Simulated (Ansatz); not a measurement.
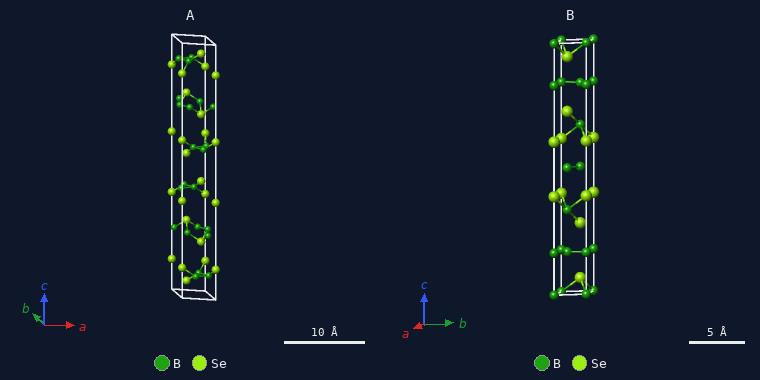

Two structures of B₃Se₂, each relaxed to rest (conventional cells in solid outline, small ones repeated, not to one scale). Method: DFT PBE, scalar-relativistic, plane waves, PAW (Ansatz), without spin polarisation.

Question: Describe A and B.

Answer: A: 30 atoms a cell on a rhombohedral (trigonal R) lattice, R-3c. B: 15 atoms a cell on a rhombohedral (trigonal R) lattice, R-3m.

Question: Which polymorph is favoured?

Answer: A is lower, by 108 meV/atom at this level of theory (energies at zero smearing). Volumes: A 18.1, B 13.0 Å³/atom.

One or both may be structure types tried for this composition rather than known phases.
